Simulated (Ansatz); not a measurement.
**Molecular dynamics, with input and output: CH$_{11}$NOSi$_{2}$ (part 3 of 3)**

Continued. System: CH$_{11}$NOSi$_{2}$. Method: RKS revPBE/6-31G* (Ansatz 0.2.0). It belongs to a series of runs on one base structure; here: dynamics from the highest image of the converged band.

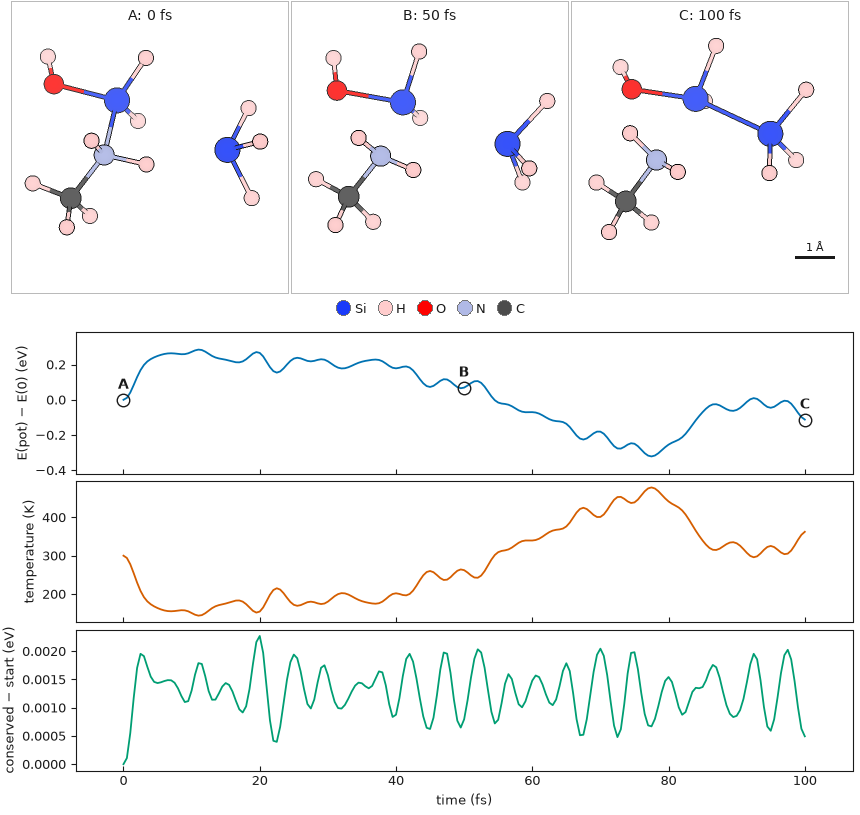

Fig. 1: Frames of the molecular dynamics (ball-and-stick, seen at a tilt) above the curves, on which the letters mark them. The trajectory kept here has 201 frames over 100 fs. The temperature starts at 300 K, ranges from 144 to 478 K and averages 361 K over the second half. The potential energy ends 0.112 eV below its first value. The conserved quantity stays within 0.0023 eV. After an unweighted best fit of the last frame on the first, the root-mean-square displacement is 0.76 Å, and H10 has moved furthest (1.47 Å).

```
Total energy: -20501.72472423 eV, -753.4244870473 hartree
Atom 0 at    -0.374609     0.291908    -1.128291 Å, force    -1.122466     0.622954    -1.395563 eV/Å
Atom 1 at    -0.081988    -1.875172    -0.822184 Å, force    -0.132551    -2.040509    -0.272964 eV/Å
Atom 2 at     0.173250     0.172064    -2.539149 Å, force     0.085483     0.238649    -0.199240 eV/Å
Atom 3 at    -1.901470     0.201255    -1.352182 Å, force     0.185837     0.090888     0.038665 eV/Å
Atom 4 at    -0.192816     1.929295    -0.828521 Å, force     0.337743     1.482195     0.741631 eV/Å
Atom 5 at     1.616571    -0.085632     1.101482 Å, force     0.394387    -0.504482     0.359351 eV/Å
Atom 6 at     0.920511     0.611989     0.882760 Å, force    -0.331163     1.054332     0.185510 eV/Å
Atom 7 at     0.145677     1.101797     2.057407 Å, force    -0.733789    -0.875908    -0.059970 eV/Å
Atom 8 at     0.493003    -2.452220    -2.130473 Å, force    -0.181466     0.074982     0.500290 eV/Å
Atom 9 at     0.789252    -2.272330     0.281138 Å, force     0.678517    -0.429823     0.643542 eV/Å
Atom 10 at    -1.384044    -2.598944    -0.551970 Å, force     0.057049    -0.025704    -0.042229 eV/Å
Atom 11 at    -0.804224     2.453614    -1.370338 Å, force    -0.189667     0.050156    -0.284519 eV/Å
Atom 12 at     1.376146     1.440110     0.491901 Å, force     0.402678    -0.075309    -0.071092 eV/Å
Atom 13 at     0.658756     1.205173     3.024490 Å, force     0.629225     0.233630    -0.100363 eV/Å
Atom 14 at    -0.660579     0.379128     2.268169 Å, force    -0.141884    -0.088106    -0.076366 eV/Å
Atom 15 at    -0.340980     2.035585     1.760223 Å, force     0.062068     0.192055     0.033319 eV/Å
Dipole moment:     0.278280     0.446216     0.588088 e Å
```

Trajectory as extended XYZ (Å, eV, eV/Å), 6 of the 201 frames kept, from step=0 to step=200:
```
16
Properties=species:S:1:pos:R:3:forces:R:3 step=0 time_fs=0.0 energy=-20501.61241 temperature=300.0
Si   -0.2725    0.7648   -1.0042   -0.0006   0.0016   0.0011
Si    0.0239   -2.4267   -0.6766    0.0004   0.0004   0.0002
H     0.5391    0.3376   -2.1782   -0.0002  -0.0002  -0.0001
H    -1.6621    0.2395   -0.8933    0.0002  -0.0010  -0.0007
O    -0.2633    2.4600   -0.8649    0.0004   0.0010  -0.0016
H     0.6338   -0.6467    0.4741    0.0007   0.0014  -0.0011
N     0.6772    0.4678    0.6093   -0.0022  -0.0031   0.0045
C     0.0569    0.9751    1.8714    0.0015   0.0003  -0.0023
H    -0.7176   -2.4765   -2.0110    0.0002  -0.0002   0.0000
H     1.2304   -3.3081   -0.9752   -0.0003   0.0000   0.0003
H    -0.8404   -3.3489    0.1750    0.0002   0.0002  -0.0003
H    -0.7540    2.9180   -1.5735   -0.0003   0.0003   0.0007
H     1.6561    0.7833    0.5183   -0.0001  -0.0008  -0.0005
H     0.7026    0.7295    2.7285    0.0003   0.0000  -0.0001
H    -0.9135    0.4691    1.9946   -0.0003  -0.0004   0.0002
H    -0.0965    2.0624    1.8057    0.0000   0.0004  -0.0003
16
Properties=species:S:1:pos:R:3:forces:R:3 step=40 time_fs=20.0 energy=-20501.34637 temperature=154.2
Si   -0.2601    0.7265   -0.9753   -1.0158   0.0187   0.2346
Si   -0.0010   -2.4247   -0.7260   -0.7699   0.5772  -0.2675
H     0.4002    0.4010   -2.2281    0.3325  -0.1876  -0.6220
H    -1.6296    0.1449   -0.6732    0.3552   0.3573  -0.2050
O    -0.2754    2.4305   -0.8179    0.7070  -0.8613   1.3098
H     0.7157   -0.5623    0.4956    0.1248  -0.3655   0.2876
N     0.7310    0.5068    0.6020   -0.3175   0.7545   0.3427
C     0.0302    1.0416    1.8375    0.2337  -0.5803  -0.8616
H    -0.4602   -2.7809   -2.1641    0.0845   0.1529   0.3799
H     1.1776   -3.2835   -0.5713    0.8315  -0.6250   0.0462
H    -1.0130   -3.1844    0.1376    0.0073   0.0930  -0.0948
H    -0.6457    2.9004   -1.5469   -0.7063   0.7971  -1.3464
H     1.6909    0.8679    0.6141    0.2245  -0.0281  -0.4829
H     0.7752    0.9595    2.6000    0.3226  -0.0516   1.2389
H    -0.8059    0.3712    1.9902   -0.4947  -0.2746   0.4306
H    -0.3172    2.0714    1.7405    0.0806   0.2231  -0.3902
16
Properties=species:S:1:pos:R:3:forces:R:3 step=80 time_fs=40.0 energy=-20501.43400 temperature=201.9
Si   -0.2986    0.6521   -0.9908    0.8643  -0.2050  -0.6596
Si   -0.0115   -2.3976   -0.7629   -0.3908   0.6891  -0.3984
H     0.4012    0.4743   -2.3631   -0.3614   0.1072   0.6705
H    -1.7410    0.3801   -0.8674   -0.4274  -0.3009   0.0435
O    -0.2683    2.4231   -0.7725    0.3774  -1.1999   0.1906
H     1.0775   -0.4528    0.7706    0.0781  -0.5562  -0.0103
N     0.7958    0.5215    0.6694    0.1442   1.2015  -0.3018
C     0.0565    1.0669    1.8510   -0.6693   0.6622  -1.4452
H    -0.2345   -2.8897   -2.1985    0.0318   0.0951   0.2105
H     1.1167   -3.3022   -0.2972    0.0866   0.0255   0.0834
H    -1.2269   -2.9539   -0.0302    0.0697  -0.0535   0.0052
H    -0.6106    2.7957   -1.6022   -0.0977   0.2464  -0.1864
H     1.6273    1.1022    0.4882    0.2065  -0.0234   0.0168
H     0.6747    1.2525    2.7197    0.2351  -0.4175   0.5900
H    -0.7993    0.4040    1.9295   -0.2721  -0.4079   0.9268
H    -0.3561    2.0223    1.4859    0.1249   0.1373   0.2644
16
Properties=species:S:1:pos:R:3:forces:R:3 step=120 time_fs=60.0 energy=-20501.68257 temperature=339.6
Si   -0.3259    0.5422   -1.0240    0.5158  -1.2036  -0.5225
Si   -0.0471   -2.2819   -0.8119    0.4572   0.7436   1.0413
H     0.3099    0.4545   -2.4090   -0.1195  -0.0302   0.2039
H    -1.8053    0.2360   -1.0293   -0.0178   0.1711   0.0774
O    -0.2164    2.2331   -0.7278   -0.4881   1.4828  -0.8784
H     1.1722   -0.2873    0.8971    0.4380  -0.6602  -0.0678
N     0.8477    0.6506    0.6953   -0.8388  -0.2232   0.3367
C     0.0555    1.1043    1.9012    0.0742   0.9481  -0.2325
H     0.0230   -2.8911   -2.1672    0.0881  -0.1520  -0.4015
H     1.0713   -3.0304    0.0429   -0.5591   0.4750  -0.5477
H    -1.3128   -2.8572   -0.2131   -0.0575  -0.0292   0.0053
H    -0.5662    2.8224   -1.4630    0.3132  -0.9302   0.8266
H     1.6627    1.2557    0.5290   -0.1349   0.1291  -0.0016
H     0.7597    1.2206    2.7628   -0.6546  -0.4213  -0.0945
H    -0.8115    0.4082    2.0486    0.7791   0.2430   0.1835
H    -0.3561    2.1151    1.6602    0.2047  -0.5428   0.0719
16
Properties=species:S:1:pos:R:3:forces:R:3 step=160 time_fs=80.0 energy=-20501.86693 temperature=441.5
Si   -0.3152    0.3247   -1.0721   -1.2039   1.4012   0.8676
Si   -0.0958   -2.0549   -0.8394    0.8162  -0.2036   0.5591
H     0.1618    0.3726   -2.4725    0.2721  -0.0371  -0.6386
H    -1.8739    0.3118   -1.0585    0.4658  -0.1238  -0.1144
O    -0.1771    2.1213   -0.7213   -1.0127  -0.1752  -1.5047
H     1.4896   -0.0708    1.0204    0.5263  -0.5218   0.1125
N     0.8523    0.6699    0.7682   -0.7346   0.1053  -0.2913
C     0.0894    1.1246    1.9622    0.2197   0.1479   1.2770
H     0.3751   -2.6810   -2.1278   -0.0892  -0.0029  -0.0692
H     1.0261   -2.4513    0.1632   -0.4537   0.0276  -0.2635
H    -1.3433   -2.7953   -0.4194    0.0390   0.0445   0.0434
H    -0.7913    2.5377   -1.4062    0.8226  -0.3373   0.8565
H     1.3420    1.4762    0.3603    0.2350  -0.0391   0.2221
H     0.8098    1.1308    2.8485   -0.8719   0.0209  -0.5876
H    -0.7859    0.4549    2.2012    0.7196   0.2978  -0.2891
H    -0.2977    2.1605    1.8135    0.2496  -0.6045  -0.1799
16
Properties=species:S:1:pos:R:3:forces:R:3 step=200 time_fs=100.0 energy=-20501.72468 temperature=362.3
Si   -0.3746    0.2919   -1.1283   -1.1225   0.6230  -1.3956
Si   -0.0820   -1.8752   -0.8222   -0.1326  -2.0405  -0.2730
H     0.1732    0.1721   -2.5391    0.0855   0.2386  -0.1992
H    -1.9015    0.2013   -1.3522    0.1858   0.0909   0.0387
O    -0.1928    1.9293   -0.8285    0.3377   1.4822   0.7416
H     1.6166   -0.0856    1.1015    0.3944  -0.5045   0.3594
N     0.9205    0.6120    0.8828   -0.3312   1.0543   0.1855
C     0.1457    1.1018    2.0574   -0.7338  -0.8759  -0.0600
H     0.4930   -2.4522   -2.1305   -0.1815   0.0750   0.5003
H     0.7893   -2.2723    0.2811    0.6785  -0.4298   0.6435
H    -1.3840   -2.5989   -0.5520    0.0570  -0.0257  -0.0422
H    -0.8042    2.4536   -1.3703   -0.1897   0.0502  -0.2845
H     1.3761    1.4401    0.4919    0.4027  -0.0753  -0.0711
H     0.6588    1.2052    3.0245    0.6292   0.2336  -0.1004
H    -0.6606    0.3791    2.2682   -0.1419  -0.0881  -0.0764
H    -0.3410    2.0356    1.7602    0.0621   0.1921   0.0333
```

The run was set up as follows.

Input:
```yaml
crystal:
  periodic: [false, false, false]
  atoms:
    - { symbol: Si, position_ang: [-0.272528, 0.764767, -1.004229] }
    - { symbol: Si, position_ang: [0.023929, -2.426683, -0.67665] }
    - { symbol: H, position_ang: [0.539119, 0.337599, -2.178181] }
    - { symbol: H, position_ang: [-1.66214, 0.239451, -0.893344] }
    - { symbol: O, position_ang: [-0.263346, 2.459981, -0.864892] }
    - { symbol: H, position_ang: [0.633828, -0.646715, 0.474063] }
    - { symbol: "N", position_ang: [0.677229, 0.467821, 0.609305] }
    - { symbol: C, position_ang: [0.056936, 0.975113, 1.871416] }
    - { symbol: H, position_ang: [-0.717609, -2.476519, -2.010967] }
    - { symbol: H, position_ang: [1.23039, -3.308088, -0.975183] }
    - { symbol: H, position_ang: [-0.840441, -3.348865, 0.175] }
    - { symbol: H, position_ang: [-0.754006, 2.917964, -1.573452] }
    - { symbol: H, position_ang: [1.656144, 0.783261, 0.518331] }
    - { symbol: H, position_ang: [0.702644, 0.729465, 2.72851] }
    - { symbol: H, position_ang: [-0.913525, 0.469067, 1.994636] }
    - { symbol: H, position_ang: [-0.096528, 2.062381, 1.805738] }
basis:
  gaussian: { orbitals: "6-31G*" }
hamiltonian:
  xc: revpbe
md:
  timestep: 0.5
  n_steps: 200
  ensemble: nve
  temperature: 300.0
  initial_velocities: maxwell_boltzmann
  seed: 8693
```

Run as:
```bash
ansatz run input.yaml --threads 2 --pin off --max-ram 3072MiB --backend cpu --events-out ev --progress --plain --runs-dir out
```

Key numbers:

- outcome: finished
- mean temperature over the second half: 361 K
- trajectory: 200 steps, 100 fs
- ensemble: nve
- temperature in the input: 300.0 K
- time step: 0.5 fs
- potential energy (last step): −20501.7247 eV
- mean-field energy (last step): −20501.7247 eV
- largest force (length of the vector) (last step): 2.063 eV/Å
- hardware: 2 threads of Intel Xeon (Sapphire Rapids), 16 GiB of memory available, shared host
- wall time: 5.9 min (CPU time 12 min)
- peak memory: 0.17 GiB

Remarks:

So short a trajectory is not equilibrated.
